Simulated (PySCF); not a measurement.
# One shape, several levels: [CF3]+ (SMILES F[C+](F)F)

We compute a comparison of 6 runs (HF/3-21G, BHLYP/def2-SVPD, SVWN5/def2-SVPD, TPSS/def2-SVPD, r2SCAN/def2-SVPD, wB97M-V/def2-SVPD) of [CF3]+. 

The calculation is run with PySCF 2.14.0.

3 further runs of the same task are left out: 3 set aside as unsound or not needed.

## Step 1: The system as given

[CF3]+: 4 atoms, total charge +1, spin state singlet. SMILES: `F[C+](F)F`. The shape is that of a PBE0-D4/def2-TZVP optimisation.

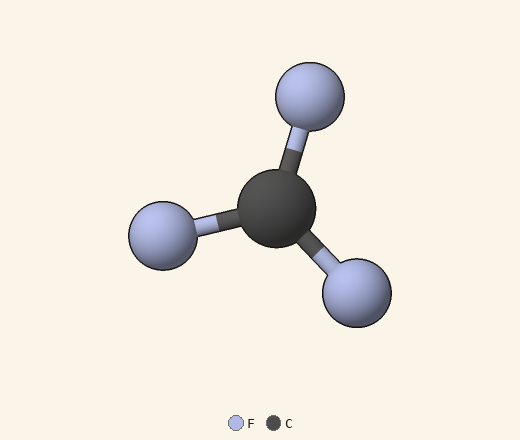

Viewed from a chosen angle; fluorine light blue, carbon dark grey.

## Step 2: A single-point energy at HF/3-21G (run 1)

Contents of job.py:

```python
from pyscf import gto

mol = gto.M(
    atom='''
F      1.320163    -0.216563     1.899931
C      0.000000     0.000000     0.000000
F     -1.151788    -1.839459    -0.830346
F     -0.168186     2.056022    -1.069585
''',
    unit='bohr',
    max_memory=1860,
    verbose=3,
    basis='3-21g',
    spin=0,
    charge=1,
)

calc0 = mol.RHF()
calc0.conv_tol = 1e-10
calc0.kernel()
if not calc0.converged:
    calc0 = calc0.newton().run(calc0.mo_coeff, calc0.mo_occ)

e_tot = calc0.e_tot
print(f'total energy: {e_tot:.8f} hartree')
```

Command:

```bash
$ OMP_NUM_THREADS=1 python job.py
```

What it wrote:

```text
converged SCF energy = -333.954666559712
total energy: -333.95466656 hartree
```

Wall time 0.93 s (1 thread of Intel Xeon at 2.70GHz, shared host); peak memory 0.12 GiB.

## Step 3: A single-point energy at BHLYP/def2-SVPD (run 2)

Contents of job.py:

```python
from pyscf import gto, dft

mol = gto.Mole()
mol.atom = '''
F      1.320163    -0.216563     1.899931
C      0.000000     0.000000     0.000000
F     -1.151788    -1.839459    -0.830346
F     -0.168186     2.056022    -1.069585
'''
mol.basis = 'def2-svpd'
mol.verbose = 3
mol.charge = 1
mol.max_memory = 1860
mol.unit = 'bohr'
mol.build()

mf = dft.RKS(mol)
mf.xc = 'bhandhlyp'
mf.conv_tol = 1e-10
mf.grids.level = 5
mf.kernel()
if not mf.converged:
    mf = mf.newton().run(mf.mo_coeff, mf.mo_occ)

energy = mf.e_tot
print('Final energy', energy)
```

Command:

```bash
$ OMP_NUM_THREADS=1 python job.py
```

What it wrote:

```text
converged SCF energy = -336.852494405054
Final energy -336.8524944050538
```

Wall time 13 s (1 thread of Intel Xeon at 2.70GHz, shared host); peak memory 0.43 GiB.

Runs 3 to 5 aren't shown in full; the table further down has their settings and results.

## Step 4: The energy at wB97M-V/def2-SVPD (run 6)

Contents of calc.py:

```python
from pyscf import gto, dft

mol = gto.M(
    atom='''
F        0.698600      -0.114600       1.005400
C        0.000000       0.000000       0.000000
F       -0.609500      -0.973400      -0.439400
F       -0.089000       1.088000      -0.566000
''',
    verbose=4,
    charge=1,
    max_memory=1860,
    basis='def2-svpd',
)

ks = dft.RKS(mol, xc='wb97m-v')
ks.conv_tol = 1e-10
ks.nlcgrids.level = 1
ks.grids.level = 5
ks.kernel()
if not ks.converged:
    ks = ks.newton().run(ks.mo_coeff, ks.mo_occ)

etot = ks.e_tot
print('Final energy', etot)
```

Command:

```bash
$ OMP_NUM_THREADS=1 python calc.py
```

What it wrote:

```text
PySCF version 2.14.0

[INPUT] num. atoms = 4
[INPUT] num. electrons = 32
[INPUT] charge = 1
[INPUT] spin (= nelec alpha-beta = 2S) = 0
[INPUT] symmetry False subgroup None
[INPUT] Mole.unit = angstrom
[INPUT] Symbol           X                Y                Z      unit          X                Y                Z       unit  Magmom
[INPUT]  1 F      0.698600000000  -0.114600000000   1.005400000000 AA    1.320162670621  -0.216562613875   1.899930645638 Bohr   0.0
[INPUT]  2 C      0.000000000000   0.000000000000   0.000000000000 AA    0.000000000000   0.000000000000   0.000000000000 Bohr   0.0
[INPUT]  3 F     -0.609500000000  -0.973400000000  -0.439400000000 AA   -1.151788072922  -1.839459409652  -0.830345659134 Bohr   0.0
[INPUT]  4 F     -0.089000000000   1.088000000000  -0.566000000000 AA   -0.168185625086   2.056022023527  -1.069584986504 Bohr   0.0

nuclear repulsion = 130.09279207813
number of shells = 35
number of NR pGTOs = 129
number of NR cGTOs = 89
basis = def2-svpd
ecp = {}

******** <class 'pyscf.dft.rks.RKS'> ********
method = RKS
initial guess = minao
damping factor = 0
level_shift factor = 0
DIIS = <class 'pyscf.scf.diis.CDIIS'>
diis_start_cycle = 1
diis_space = 8
diis_damp = 0
SCF conv_tol = 1e-10
SCF conv_tol_grad = None
SCF max_cycles = 50
direct_scf = True
direct_scf_tol = 1e-13
XC library pyscf.dft.libxc version 7.0.0
    S. Lehtola, C. Steigemann, M. J.T. Oliveira, and M. A.L. Marques.,  SoftwareX 7, 1–5 (2018)
XC functionals = wb97m-v
radial grids:
    Treutler-Ahlrichs [JCP 102, 346 (1995); DOI:10.1063/1.469408] (M4) radial grids

becke partition: Becke, JCP 88, 2547 (1988); DOI:10.1063/1.454033
pruning grids: <function nwchem_prune>
grids dens level: 5
symmetrized grids: False
atomic radii adjust function: <function treutler_atomic_radii_adjust>
** Following is NLC and NLC Grids **
NLC functional = wb97m-v
radial grids:
    Treutler-Ahlrichs [JCP 102, 346 (1995); DOI:10.1063/1.469408] (M4) radial grids

becke partition: Becke, JCP 88, 2547 (1988); DOI:10.1063/1.454033
pruning grids: <function nwchem_prune>
grids dens level: 1
symmetrized grids: False
atomic radii adjust function: <function treutler_atomic_radii_adjust>
small_rho_cutoff = 0
Set gradient conv threshold to 1e-05
Initial guess from minao.
tot grids = 174616
tot grids = 21080
init E= -338.258556589536
  HOMO = -0.531751217166077  LUMO = 0.0262619523021604  gap/eV = 15.18431
cycle= 1 E= -336.705258195203  delta_E= 1.55  |g|= 0.983  |ddm|= 2.26
  HOMO = -0.923631769083168  LUMO = -0.465558905546153  gap/eV = 12.46480
cycle= 2 E= -336.770188592351  delta_E= -0.0649  |g|= 0.955  |ddm|=  1.5
  HOMO = -0.935112533292012  LUMO = -0.33133441649257  gap/eV = 16.42964
cycle= 3 E= -336.910237010469  delta_E= -0.14  |g|= 0.128  |ddm|= 0.726
  HOMO = -0.900618403378276  LUMO = -0.299343436581612  gap/eV = 16.36153
cycle= 4 E= -336.912492700944  delta_E= -0.00226  |g|= 0.0117  |ddm|= 0.0792
  HOMO = -0.899496271061798  LUMO = -0.29503555028183  gap/eV = 16.44821
cycle= 5 E= -336.91253645348  delta_E= -4.38e-05  |g|= 0.00149  |ddm|= 0.0203
  HOMO = -0.899560776885257  LUMO = -0.295162158013579  gap/eV = 16.44652
cycle= 6 E= -336.912537572362  delta_E= -1.12e-06  |g|= 0.000275  |ddm|= 0.00306
  HOMO = -0.899610179623273  LUMO = -0.295206554546872  gap/eV = 16.44666
cycle= 7 E= -336.912537613716  delta_E= -4.14e-08  |g|= 6.18e-05  |ddm|= 0.000441
  HOMO = -0.899612349726508  LUMO = -0.295192552196643  gap/eV = 16.44710
cycle= 8 E= -336.912537615386  delta_E= -1.67e-09  |g|= 1.25e-05  |ddm|= 0.000117
  HOMO = -0.89961224232463  LUMO = -0.295192360213895  gap/eV = 16.44710
cycle= 9 E= -336.91253761541  delta_E= -2.43e-11  |g|= 9.38e-06  |ddm|= 1.66e-05
  HOMO = -0.899612191801343  LUMO = -0.295192276362799  gap/eV = 16.44710
Extra cycle  E= -336.912537615404  delta_E= 6.65e-12  |g|= 1.08e-05  |ddm|= 1.13e-05
converged SCF energy = -336.912537615404
Final energy -336.91253761540355
```

Wall time 43 s (1 thread of Intel Xeon at 2.70GHz, shared host); peak memory 0.48 GiB.

## Step 5: All runs side by side

```
run              level  integration grid  nlc grid  energy (Eh)  HOMO energy (eV)  LUMO energy (eV)  HOMO–LUMO gap (eV)  wall time
  1           HF/3-21G                 –         –  -333.954667            -28.37             -6.49               21.88     0.93 s
  2    BHLYP/def2-SVPD                 5         –  -336.852494            -24.30             -9.35               14.95       13 s
  3    SVWN5/def2-SVPD                 5         –  -334.781060            -19.79            -12.16                7.64      5.4 s
  4     TPSS/def2-SVPD                 5         –  -337.021841            -19.72            -11.67                8.05       20 s
  5   r2SCAN/def2-SVPD                 5         –  -336.847529            -20.20            -11.49                8.71       19 s
  6  wB97M-V/def2-SVPD                 5         1  -336.912538            -24.48             -8.03               16.45       43 s
```

## Step 6: Results

| quantity | value |
| --- | --- |
| run 6: total energy | -336.91254 Eh |
| run 6: HOMO energy | -24.48 eV |
| run 6: LUMO energy | -8.03 eV |
| run 6: HOMO–LUMO gap | 16.45 eV |

The HOMO–LUMO gap runs from 7.64 eV (SVWN5/def2-SVPD) to 21.88 eV (HF/3-21G). The two ends differ in method and basis. Totals of different functionals can't be ranked against each other. All runs together took 1.7 min, the longest 43 s.
